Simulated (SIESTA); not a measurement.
Band structure of MnPt₃ (Pm-3m, 4 atoms in the cell).

```xyz
4
Lattice="3.9575 0.0000 0.0000 0.0000 3.9575 0.0000 0.0000 0.0000 3.9575" Properties=species:S:1:pos:R:3 pbc="T T T"
Mn     0.0000     0.0000     0.0000
Pt     0.0000     1.9788     1.9788
Pt     1.9788     0.0000     1.9788
Pt     1.9788     1.9788     0.0000
```
Moments meant for the start (each program seeds them in its own way; μB, in the order of the atoms Mn Pt Pt Pt): 4.0 0.0 0.0 0.0.

Method: LDA PW92, numerical atomic orbitals TZP, PseudoDojo LDA standard norm-conserving potentials (rewritten from UPF to PSML) (SIESTA).

Settings: XC.functional = LDA; XC.authors = PW92; potentials = PseudoDojo LDA standard; PAO.BasisSize = TZP; PAO.EnergyShift = 0.01 Ry; MeshCutoff = 350 Ry; kgrid.MonkhorstPack = 9 9 9; OccupationFunction = FD; ElectronicTemperature = 100 meV; Spin = polarized; DM.InitSpin = [1 +4.00, 2 +0.00, 3 +0.00, 4 +0.00]; MaxSCFIterations = 150; SCF.Mixer.Method = Pulay; SCF.Mixer.Weight = 0.1.

The starting cell comes from a database of computed structures (which also holds hypothetical and non-ambient phases and stackings), without a prior relaxation at this level. Its lattice was rescaled by a random factor within 2.5 % of one. Spin-orbit coupling is off. With one magnetic atom in the cell only a parallel order is possible. Values carry the incompleteness of an atom-centred basis.

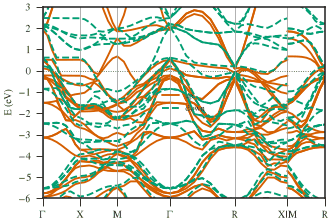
*Bands along the path, energies from the Fermi level.*

Levels in eV from the Fermi level, bands 33 to 38 of the first spin channel:
```tsv
point	33	34	35	36	37	38
Γ	-0.23	0.11	0.51	0.51	0.51	1.93
X	-1.72	-1.65	-1.08	-0.70	-0.24	0.51
M	-1.60	-1.57	-1.57	-1.44	0.67	1.52
R	-0.38	-0.35	-0.35	-0.35	-0.10	0.10
```

Bands cross the Fermi level along this path, so the cell is metallic at this level.

Higher empty bands are left out: an atom-centred basis made for the valence describes them poorly.

The net moment of the cell came out as 4.25 μB.
